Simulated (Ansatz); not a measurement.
# Hf(0001) with 2 thermally displaced layers, 2x2: scattering by thermal displacements, part 2 of 2

Wanted: the phonon-limited resistivity of Hf at 180 K by the Landauer route.

Ansatz 0.2.0; Ansatz plane-wave DFT, PBE, PAW files; ballistic transport by layer matching (Landauer), zero bias; PAW set soft_1.

So far. Step 2 (With 2 displaced layers): Over the solved energies the transmission per spin lies between 2.54 and 2.69, out of 2.71 channels of the lead on average (up to 2.84).

## 3. With 6 displaced layers

Each atom of 6 layers is moved at random, by amounts drawn from a normal law 0.0493 Å wide in each direction from the Debye model (252 K) at 180 K. A fresh draw is used; the growth of the resistance with length is what counts.

System of this step: Hf(0001) with 6 thermally displaced layers, 2x2. The cell holds 64 atoms: 64 Hf. Cell: a = 6.393 Å, b = 6.393 Å, c = 40.462 Å, α = 90.0°, β = 90.0°, γ = 120.0°. It derives from Hf. Regions: lead, 40 atoms (40 Hf); scattering region, 24 atoms (24 Hf). The structure is stacked along c, and the current runs across the ab planes.

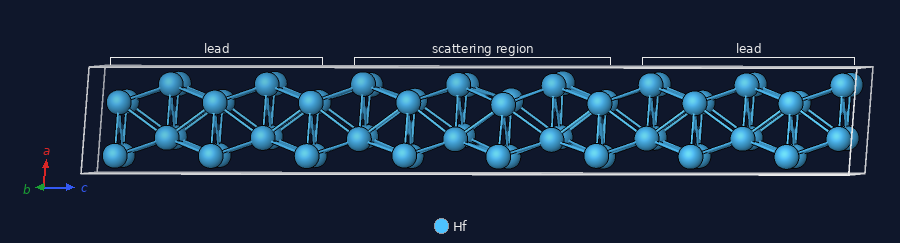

The cell of this step (hafnium blue).

Input file input.yaml:

```yaml
crystal:
  lattice:
    - [6.3934, 0.0, 0.0]
    - [-3.1967, 5.5368468166, 0.0]
    - [0.0, 0.0, 40.4624]
  atoms:
    - { symbol: Hf, position: [0.1666666667, 0.3333333333, 0.03125] }
    - { symbol: Hf, position: [0.1666666667, 0.8333333333, 0.03125] }
    - { symbol: Hf, position: [0.6666666667, 0.3333333333, 0.03125] }
    - { symbol: Hf, position: [0.6666666667, 0.8333333333, 0.03125] }
    - { symbol: Hf, position: [0.3333333333, 0.1666666667, 0.09375] }
    - { symbol: Hf, position: [0.3333333333, 0.6666666667, 0.09375] }
    - { symbol: Hf, position: [0.8333333333, 0.1666666667, 0.09375] }
    - { symbol: Hf, position: [0.8333333333, 0.6666666667, 0.09375] }
    - { symbol: Hf, position: [0.1666666667, 0.3333333333, 0.15625] }
    - { symbol: Hf, position: [0.1666666667, 0.8333333333, 0.15625] }
    - { symbol: Hf, position: [0.6666666667, 0.3333333333, 0.15625] }
    - { symbol: Hf, position: [0.6666666667, 0.8333333333, 0.15625] }
    - { symbol: Hf, position: [0.3333333333, 0.1666666667, 0.21875] }
    - { symbol: Hf, position: [0.3333333333, 0.6666666667, 0.21875] }
    - { symbol: Hf, position: [0.8333333333, 0.1666666667, 0.21875] }
    - { symbol: Hf, position: [0.8333333333, 0.6666666667, 0.21875] }
    - { symbol: Hf, position: [0.1666666667, 0.3333333333, 0.28125] }
    - { symbol: Hf, position: [0.1666666667, 0.8333333333, 0.28125] }
    - { symbol: Hf, position: [0.6666666667, 0.3333333333, 0.28125] }
    - { symbol: Hf, position: [0.6666666667, 0.8333333333, 0.28125] }
    - { symbol: Hf, position: [0.3407245787, 0.167504428, 0.3428433764] }
    - { symbol: Hf, position: [0.324180647, 0.6625877855, 0.3440185061] }
    - { symbol: Hf, position: [0.8246097895, 0.1648026637, 0.3435558409] }
    - { symbol: Hf, position: [0.8384636435, 0.6685795346, 0.3441833418] }
    - { symbol: Hf, position: [0.1610433591, 0.3321783218, 0.4072059804] }
    - { symbol: Hf, position: [0.1725820611, 0.8221135628, 0.40809608] }
    - { symbol: Hf, position: [0.6805344189, 0.3402957466, 0.4065724774] }
    - { symbol: Hf, position: [0.6707403739, 0.8463260307, 0.4086403407] }
    - { symbol: Hf, position: [0.3530966874, 0.1783858044, 0.46918579] }
    - { symbol: Hf, position: [0.3239885111, 0.666626975, 0.4695505061] }
    - { symbol: Hf, position: [0.8251511447, 0.1701876739, 0.4692741762] }
    - { symbol: Hf, position: [0.8334289655, 0.6561147681, 0.4679431193] }
    - { symbol: Hf, position: [0.1580863953, 0.3229090078, 0.5333709867] }
    - { symbol: Hf, position: [0.1643053222, 0.8362648438, 0.5309346964] }
    - { symbol: Hf, position: [0.6847698198, 0.3450993192, 0.5320223108] }
    - { symbol: Hf, position: [0.6498933051, 0.8337969733, 0.5320836875] }
    - { symbol: Hf, position: [0.3383280787, 0.1611603804, 0.5959717623] }
    - { symbol: Hf, position: [0.3201956501, 0.6607716657, 0.5948902008] }
    - { symbol: Hf, position: [0.8426337523, 0.1845103647, 0.5939798805] }
    - { symbol: Hf, position: [0.8267645048, 0.663302127, 0.5924194555] }
    - { symbol: Hf, position: [0.1596152633, 0.3389510491, 0.6569586741] }
    - { symbol: Hf, position: [0.1732949686, 0.8266088988, 0.6583096991] }
    - { symbol: Hf, position: [0.6714637296, 0.3473631825, 0.6557222606] }
    - { symbol: Hf, position: [0.6621036522, 0.8355592179, 0.6575077548] }
    - { symbol: Hf, position: [0.3333333333, 0.1666666667, 0.71875] }
    - { symbol: Hf, position: [0.3333333333, 0.6666666667, 0.71875] }
    - { symbol: Hf, position: [0.8333333333, 0.1666666667, 0.71875] }
    - { symbol: Hf, position: [0.8333333333, 0.6666666667, 0.71875] }
    - { symbol: Hf, position: [0.1666666667, 0.3333333333, 0.78125] }
    - { symbol: Hf, position: [0.1666666667, 0.8333333333, 0.78125] }
    - { symbol: Hf, position: [0.6666666667, 0.3333333333, 0.78125] }
    - { symbol: Hf, position: [0.6666666667, 0.8333333333, 0.78125] }
    - { symbol: Hf, position: [0.3333333333, 0.1666666667, 0.84375] }
    - { symbol: Hf, position: [0.3333333333, 0.6666666667, 0.84375] }
    - { symbol: Hf, position: [0.8333333333, 0.1666666667, 0.84375] }
    - { symbol: Hf, position: [0.8333333333, 0.6666666667, 0.84375] }
    - { symbol: Hf, position: [0.1666666667, 0.3333333333, 0.90625] }
    - { symbol: Hf, position: [0.1666666667, 0.8333333333, 0.90625] }
    - { symbol: Hf, position: [0.6666666667, 0.3333333333, 0.90625] }
    - { symbol: Hf, position: [0.6666666667, 0.8333333333, 0.90625] }
    - { symbol: Hf, position: [0.3333333333, 0.1666666667, 0.96875] }
    - { symbol: Hf, position: [0.3333333333, 0.6666666667, 0.96875] }
    - { symbol: Hf, position: [0.8333333333, 0.1666666667, 0.96875] }
    - { symbol: Hf, position: [0.8333333333, 0.6666666667, 0.96875] }
kpoints:
  mp_grid: { grid: [4, 4, 1] }
hamiltonian:
  xc: pbe
  pseudopotentials: { kind: paw, azcp: { folder: soft_1 } }
scf:
  occupations: { method: fermi_dirac, width: 0.1 }
output:
  transmission: { leads: [[0, 8]], kmesh: [8, 8], e_range: [-0.05, 0.05], de: 0.05 }
  write_potential: true
  write_density: true
  volumetric_format: npy
```

On the command line:

```bash
ansatz run input.yaml --threads 4 --pin off --max-ram 15360MiB --backend cpu --events-out ev --progress --plain --runs-dir out
```

Numbers of over 12 decimals in the logs are rounded to 6 here.

Log:

```text
[...]
Crystal: 64 atoms, lattice volume = 1432.340 Å³
Basis set: ecut = 420 eV, 28059 PW (Γ)
Bands: 999, of which v1, the nominal top of the filled ones, is band 832 counted from 1 (831 counted from 0)
Symmetry: 1 space group operations
[...]
k-points: 10 of 16 (time reversal used)
[...]
SCF iter   1: F=—  HF=-1006228.771080 eV  |F-HF|=—  |Δ(HF+E_count)|=         —  Δρ=3.56e-2  dr2=2.44e1  ethr=3.10e-3  ⟨swp⟩=6.0  Hψ=29585  notcnv=0  defer=286
[...]
SCF iter  12: F=-1006221.569450 eV  HF=-1006221.569450 eV  |F-HF|=5.01e-8  |Δ(HF+E_count)|=   2.68e-8  Δρ=1.00e-6  dr2=3.70e-8  ethr=6.01e-12  ⟨swp⟩=34.8  Hψ=77352  notcnv=0
SCF 1 converged in 12 iterations: F = -1006221.569450 eV  dr2 = 3.70e-8
[...]
transmission: 174 of 1734 steps passed
transmission: 354 of 1734 steps passed
[...]
transmission: 1734 of 1734 steps passed
SCF converged after 12 iterations
Free energy (F): -1006221.569450 eV
[...]
Internal energy: -1006219.862908 eV  (E = F + TS)
E sigma→0 (E₀):  -1006220.716179 eV
Entropy (-TS):   -1.706542 eV (-26.665 meV/atom)
Fermi energy:    18.130494 eV
[...]
--- Band table (eV; the first three rows and the last of 10) ---
  k-point 0: bands = [... 828 lower, 18.9019, 18.9260, 18.9677, 18.9788, 18.9970, 19.0005, 19.0210, 19.0285, ... 163 higher]
  k-point 1: bands = [... 828 lower, 18.3832, 18.4352, 18.4433, 18.4701, 18.4854, 18.4933, 18.5028, 18.5133, ... 163 higher]
  k-point 2: bands = [... 828 lower, 17.7798, 17.8000, 17.8292, 17.8430, 17.9253, 17.9503, 17.9624, 17.9693, ... 163 higher]
  k-point 9: bands = [... 828 lower, 17.7932, 17.8027, 17.8687, 17.9030, 17.9132, 17.9400, 17.9498, 17.9640, ... 163 higher]
--- Transmission ---
  basis      : 313 plane waves across, 51 finite elements along
  points     : 34, standing for a mesh of 8 x 8
[...]
channels       : 2.843750e0 a spin
[...]
junction   : crystal 0 to crystal 0, 0.70 to 36.10 Å
    transmission   : 2.315434e0 a spin
[...]
```

The job ended after 12 min (4 threads of AMD EPYC 9R45, shared host; peak memory 11 GiB; 42 min of CPU time).

Numbers from this step:

* free energy: -1006221.5695 eV
* energy at zero smearing: -1006220.7162 eV
* transmission at the energy nearest the Fermi level, one spin: 2.315
* step of the lead's Hamiltonian: 2.7 meV

Per spin. Table of transmission, zone mean by energy, zero at the Fermi level:

```
energy (eV)  transmission, zone mean
    -0.0500                     2.27
     0.0000                     2.32
     0.0500                     2.20
```

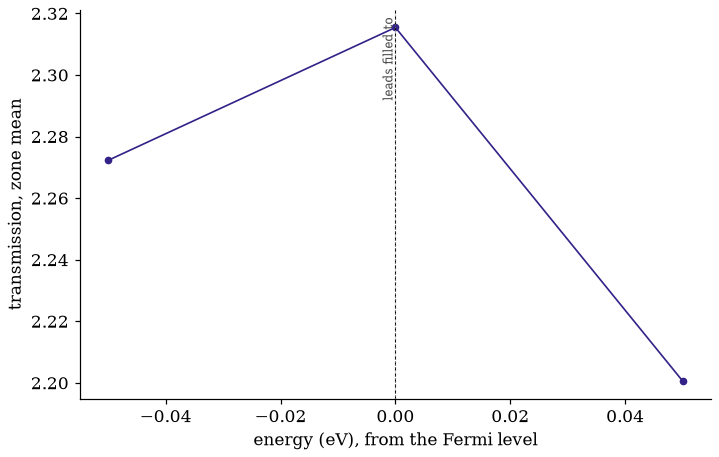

Transmission, zone mean against energy.

Over the solved energies the transmission per spin lies between 2.20 and 2.32, out of 2.71 channels of the lead on average (up to 2.84).

## 4. With 10 displaced layers

Each atom of 10 layers is moved at random, by amounts drawn from a normal law 0.0493 Å wide in each direction from the Debye model (252 K) at 180 K. A fresh draw is used; the growth of the resistance with length is what counts.

System of this step: Hf(0001) with 10 thermally displaced layers, 2x2. The cell holds 80 atoms: 80 Hf. Its edges and angles: a = 6.393 Å, b = 6.393 Å, c = 50.578 Å, α = 90.0°, β = 90.0°, γ = 120.0°. It derives from Hf. Regions: lead, 40 atoms (40 Hf); scattering region, 40 atoms (40 Hf). The structure is stacked along c, and the current runs across the ab planes.

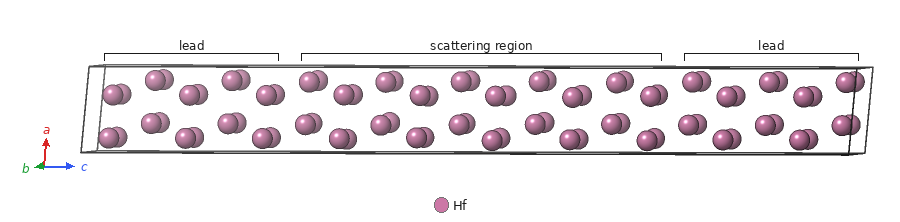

The cell of this step (hafnium pink).

Input file input.yaml:

```yaml
crystal:
  lattice:
    - [6.3934, 0.0, 0.0]
    - [-3.1967, 5.5368468166, 0.0]
    - [0.0, 0.0, 50.578]
  atoms:
    - { symbol: Hf, position: [0.1666666667, 0.3333333333, 0.025] }
    - { symbol: Hf, position: [0.1666666667, 0.8333333333, 0.025] }
    - { symbol: Hf, position: [0.6666666667, 0.3333333333, 0.025] }
    - { symbol: Hf, position: [0.6666666667, 0.8333333333, 0.025] }
    - { symbol: Hf, position: [0.3333333333, 0.1666666667, 0.075] }
    - { symbol: Hf, position: [0.3333333333, 0.6666666667, 0.075] }
    - { symbol: Hf, position: [0.8333333333, 0.1666666667, 0.075] }
    - { symbol: Hf, position: [0.8333333333, 0.6666666667, 0.075] }
    - { symbol: Hf, position: [0.1666666667, 0.3333333333, 0.125] }
    - { symbol: Hf, position: [0.1666666667, 0.8333333333, 0.125] }
    - { symbol: Hf, position: [0.6666666667, 0.3333333333, 0.125] }
    - { symbol: Hf, position: [0.6666666667, 0.8333333333, 0.125] }
    - { symbol: Hf, position: [0.3333333333, 0.1666666667, 0.175] }
    - { symbol: Hf, position: [0.3333333333, 0.6666666667, 0.175] }
    - { symbol: Hf, position: [0.8333333333, 0.1666666667, 0.175] }
    - { symbol: Hf, position: [0.8333333333, 0.6666666667, 0.175] }
    - { symbol: Hf, position: [0.1666666667, 0.3333333333, 0.225] }
    - { symbol: Hf, position: [0.1666666667, 0.8333333333, 0.225] }
    - { symbol: Hf, position: [0.6666666667, 0.3333333333, 0.225] }
    - { symbol: Hf, position: [0.6666666667, 0.8333333333, 0.225] }
    - { symbol: Hf, position: [0.3319670162, 0.1614489089, 0.2736916124] }
    - { symbol: Hf, position: [0.3247571102, 0.6711461684, 0.2759654856] }
    - { symbol: Hf, position: [0.8272784861, 0.1570927987, 0.2758516707] }
    - { symbol: Hf, position: [0.8202749868, 0.6603123823, 0.2756058158] }
    - { symbol: Hf, position: [0.1510231229, 0.3367763457, 0.3244325973] }
    - { symbol: Hf, position: [0.1671727173, 0.8326587428, 0.3251971668] }
    - { symbol: Hf, position: [0.6686448227, 0.3265753574, 0.3263861974] }
    - { symbol: Hf, position: [0.6760294922, 0.8408519943, 0.3261363489] }
    - { symbol: Hf, position: [0.3431722725, 0.174188411, 0.3750737431] }
    - { symbol: Hf, position: [0.3217207628, 0.6654632543, 0.3742493225] }
    - { symbol: Hf, position: [0.8235051467, 0.1689697882, 0.3744453682] }
    - { symbol: Hf, position: [0.8207388176, 0.6573722873, 0.3752618464] }
    - { symbol: Hf, position: [0.1753269854, 0.3451180013, 0.424986426] }
    - { symbol: Hf, position: [0.1809547963, 0.8458291798, 0.4261220104] }
    - { symbol: Hf, position: [0.6538873858, 0.3442823658, 0.4253313064] }
    - { symbol: Hf, position: [0.6715910828, 0.8366414109, 0.4253733875] }
    - { symbol: Hf, position: [0.3341991816, 0.1634683225, 0.4731449154] }
    - { symbol: Hf, position: [0.3289117009, 0.6595044605, 0.4760537218] }
    - { symbol: Hf, position: [0.8314767634, 0.1674105313, 0.4741711918] }
    - { symbol: Hf, position: [0.8293413119, 0.6665638934, 0.4735509857] }
    - { symbol: Hf, position: [0.1685145337, 0.3323881035, 0.5238433058] }
    - { symbol: Hf, position: [0.1504446986, 0.8379052377, 0.5247097006] }
    - { symbol: Hf, position: [0.6615242152, 0.3312289149, 0.5267720099] }
    - { symbol: Hf, position: [0.6666682772, 0.8341052139, 0.5235493296] }
    - { symbol: Hf, position: [0.3501343233, 0.1748425752, 0.5760408171] }
    - { symbol: Hf, position: [0.3377854807, 0.6748351504, 0.5753618663] }
    - { symbol: Hf, position: [0.837387397, 0.1653104465, 0.5735621918] }
    - { symbol: Hf, position: [0.832651932, 0.6494238763, 0.5747659368] }
    - { symbol: Hf, position: [0.1604417403, 0.3240402099, 0.6255981143] }
    - { symbol: Hf, position: [0.1631741511, 0.8294403173, 0.6255071164] }
    - { symbol: Hf, position: [0.669177487, 0.3457107959, 0.6253428517] }
    - { symbol: Hf, position: [0.6543432332, 0.8160076213, 0.6237242597] }
    - { symbol: Hf, position: [0.3414952785, 0.1662157243, 0.6747238056] }
    - { symbol: Hf, position: [0.3402998602, 0.6552367373, 0.6744286787] }
    - { symbol: Hf, position: [0.8322987061, 0.1718916288, 0.6743527077] }
    - { symbol: Hf, position: [0.8214474996, 0.6523628776, 0.6757114954] }
    - { symbol: Hf, position: [0.1707653571, 0.3290882503, 0.7251593415] }
    - { symbol: Hf, position: [0.1545887004, 0.8291289173, 0.7263442197] }
    - { symbol: Hf, position: [0.678008186, 0.3539214182, 0.7242320772] }
    - { symbol: Hf, position: [0.6702738101, 0.831591144, 0.725551967] }
    - { symbol: Hf, position: [0.3333333333, 0.1666666667, 0.775] }
    - { symbol: Hf, position: [0.3333333333, 0.6666666667, 0.775] }
    - { symbol: Hf, position: [0.8333333333, 0.1666666667, 0.775] }
    - { symbol: Hf, position: [0.8333333333, 0.6666666667, 0.775] }
    - { symbol: Hf, position: [0.1666666667, 0.3333333333, 0.825] }
    - { symbol: Hf, position: [0.1666666667, 0.8333333333, 0.825] }
    - { symbol: Hf, position: [0.6666666667, 0.3333333333, 0.825] }
    - { symbol: Hf, position: [0.6666666667, 0.8333333333, 0.825] }
    - { symbol: Hf, position: [0.3333333333, 0.1666666667, 0.875] }
    - { symbol: Hf, position: [0.3333333333, 0.6666666667, 0.875] }
    - { symbol: Hf, position: [0.8333333333, 0.1666666667, 0.875] }
    - { symbol: Hf, position: [0.8333333333, 0.6666666667, 0.875] }
    - { symbol: Hf, position: [0.1666666667, 0.3333333333, 0.925] }
    - { symbol: Hf, position: [0.1666666667, 0.8333333333, 0.925] }
    - { symbol: Hf, position: [0.6666666667, 0.3333333333, 0.925] }
    - { symbol: Hf, position: [0.6666666667, 0.8333333333, 0.925] }
    - { symbol: Hf, position: [0.3333333333, 0.1666666667, 0.975] }
    - { symbol: Hf, position: [0.3333333333, 0.6666666667, 0.975] }
    - { symbol: Hf, position: [0.8333333333, 0.1666666667, 0.975] }
    - { symbol: Hf, position: [0.8333333333, 0.6666666667, 0.975] }
kpoints:
  mp_grid: { grid: [4, 4, 1] }
hamiltonian:
  xc: pbe
  pseudopotentials: { kind: paw, azcp: { folder: soft_1 } }
scf:
  occupations: { method: fermi_dirac, width: 0.1 }
output:
  transmission: { leads: [[0, 8]], kmesh: [8, 8], e_range: [-0.05, 0.05], de: 0.05 }
  write_potential: true
  write_density: true
  volumetric_format: npy
```

Log:

```text
[...]
Crystal: 80 atoms, lattice volume = 1790.425 Å³
Basis set: ecut = 420 eV, 35125 PW (Γ)
Bands: 1248, of which v1, the nominal top of the filled ones, is band 1040 counted from 1 (1039 counted from 0)
Symmetry: 1 space group operations
[...]
k-points: 10 of 16 (time reversal used)
[...]
SCF iter   1: F=—  HF=-1257785.705974 eV  |F-HF|=—  |Δ(HF+E_count)|=         —  Δρ=3.55e-2  dr2=3.18e1  ethr=3.10e-3  ⟨swp⟩=7.1  Hψ=35810  notcnv=0  defer=454
[...]
SCF iter  12: F=-1257776.647153 eV  HF=-1257776.647153 eV  |F-HF|=6.01e-8  |Δ(HF+E_count)|=   2.71e-7  Δρ=9.67e-7  dr2=5.05e-8  ethr=1.00e-12  ⟨swp⟩=46.7  Hψ=299241  notcnv=80
SCF 1 converged in 12 iterations: F = -1257776.647153 eV  dr2 = 5.05e-8
[...]
transmission: 222 of 2176 steps passed
transmission: 441 of 2176 steps passed
[...]
transmission: 2176 of 2176 steps passed
SCF converged after 12 iterations
Free energy (F): -1257776.647153 eV
[...]
Internal energy: -1257774.457766 eV  (E = F + TS)
E sigma→0 (E₀):  -1257775.552460 eV
Entropy (-TS):   -2.189387 eV (-27.367 meV/atom)
Fermi energy:    18.126460 eV
[...]
--- Band table (eV; the first three rows and the last of 10) ---
  k-point 0: bands = [... 1036 lower, 18.9248, 18.9450, 18.9574, 18.9692, 18.9751, 18.9789, 18.9974, 19.0033, ... 204 higher]
  k-point 1: bands = [... 1036 lower, 18.3795, 18.4521, 18.4593, 18.4743, 18.4802, 18.4846, 18.4907, 18.4988, ... 204 higher]
  k-point 2: bands = [... 1036 lower, 17.7960, 17.8075, 17.8656, 17.8710, 17.8779, 17.8878, 17.9162, 17.9260, ... 204 higher]
  k-point 9: bands = [... 1036 lower, 17.8194, 17.8377, 17.8580, 17.8869, 17.8948, 17.9003, 17.9083, 17.9434, ... 204 higher]
--- Transmission ---
  basis      : 313 plane waves across, 64 finite elements along
  points     : 34, standing for a mesh of 8 x 8
[...]
channels       : 2.843750e0 a spin
[...]
junction   : crystal 0 to crystal 0, 0.70 to 46.22 Å
    transmission   : 2.148492e0 a spin
[...]
```

Elapsed: 27 min, on 4 threads; peak memory 13 GiB.

Numbers from this step:

- free energy: -1257776.6472 eV
- energy at zero smearing: -1257775.5525 eV
- transmission at the energy nearest the Fermi level, one spin: 2.148
- step of the lead's Hamiltonian: 6.1 meV

Per spin. Transmission, zone mean against energy, zero at the Fermi level:

```
energy (eV)  transmission, zone mean
    -0.0500                     2.15
     0.0000                     2.15
     0.0500                     1.95
```

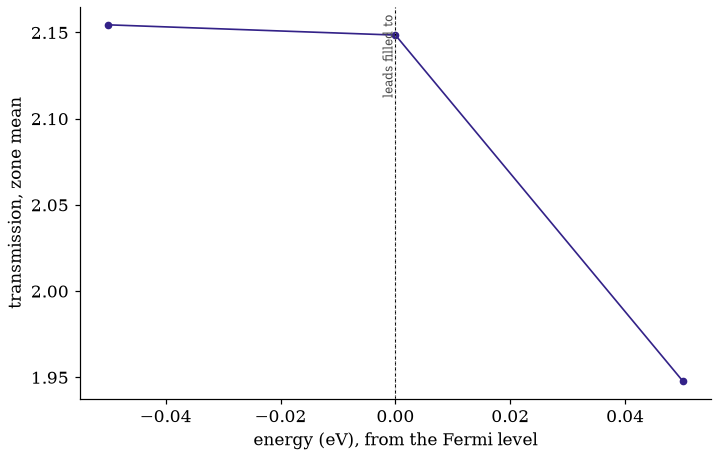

Transmission, zone mean against energy.

Over the solved energies the transmission per spin lies between 1.95 and 2.15, out of 2.71 channels of the lead on average (up to 2.84).

## 5. Resistance against length

This step: Ansatz plane-wave DFT, PBE, PAW files; ballistic transport by layer matching (Landauer), zero bias; resistivity from the slope of the area resistance; PAW set soft_1 (Ansatz 0.2.0).

This step gave:

* resistivity: 21.12 µΩ cm
* intercept: -0.01495 fΩ m²
* scatter about the fit: 0.01887 fΩ m²

Resistance, by row:

```
run  length (Å)      T  channels N  RA (fΩ m²)
 n2       5.058  2.588       2.708     0.07852
 n6       15.17  2.263       2.708      0.3322
n10       25.29  2.084       2.708      0.5058
```

The area resistance by length of the displaced region:

```
length of the displaced region (Å)  area resistance (fΩ m²)
                              5.06                   0.0785
                             15.17                    0.332
                             25.29                    0.506
```

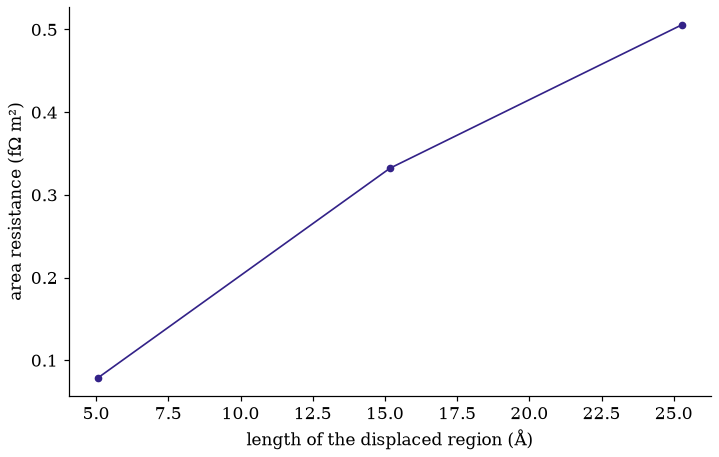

Area resistance, plotted against length of the displaced region.

The area resistance goes from 0.079 to 0.51 fΩ m² between 5.1 and 25.3 Å, a slope of 21 µΩ cm.

By hand from the end points: (0.5058 − 0.07852) fΩ m² / (25.29 − 5.06) Å = 21 µΩ cm, since 1 fΩ m² per Å is 1000 µΩ cm.

## 6. Outcome

```json
{
 "resistivity from the slope": "21.1 µΩ cm",
 "area resistance over 5.06 Å": "0.0785 fΩ m²",
 "area resistance over 15.2 Å": "0.332 fΩ m²",
 "area resistance over 25.3 Å": "0.506 fΩ m²"
}
```

The slope gives 21 µΩ cm. The points scatter by 0.019 fΩ m² about the line, with one random draw a length in a 2x2 cell, so the slope is a rough value. The mean square of the displacements drawn is 0.73, 0.99 and 0.93 of the nominal one at the three lengths; with each resistance scaled back by that, the slope is 22 µΩ cm, the value used below. Read with a model of isotropic scattering on a spherical Fermi surface and the lead's 0.59×10¹⁵ S/m², this slope means a mean free path near 65 Å; over these lengths the model's slope is 1.11 times its bulk resistivity, which would be 20 µΩ cm. Uncorrelated displacements put too much weight on short waves, which scatter strongly; with the sideways repeat of a small cell, one draw and three short lengths, the method is good to a factor of two or three. Spin-orbit coupling is left out, which matters for Hf.

[Logs are printed without paths, hosts, clocks, repeated set-up lines and the standing remarks that a program may print on its own settings, such as how far it seeks lower states.]

[Hosts, paths, dates, database ids (printed as entryN), source tags and the programs' standing remarks are cut or masked in the printed files.]
